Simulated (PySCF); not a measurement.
Vertical excitations of a molecule C5H9B from TDA-PBE0/def2-SVPD (PySCF), as energy in eV (oscillator strength): 5.53 (0.001), 6.00 (0.000), 6.25 (0.328), 7.08 (0.006), 7.12 (0.006), 7.56 (0.001), 7.63 (0.020), 7.76 (0.003), 7.78 (0.076), 8.15 (0.001). Lowest triplet (TDA): 3.82 eV. The structure is a stationary point at B3LYP-D3(BJ)/def2-SVP. One conformer was computed; it need not be the lowest.

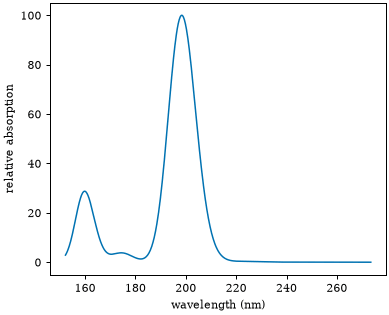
Fig. 1. The lines broadened by 0.4 eV.

Question: Pick the molecule that these values belong to.
A. C=C1CCB1C
B. C=C=CB(C)C
C. C=CB1CCC1
D. CB1C=CCC1

Answer: D, CB1C=CCC1
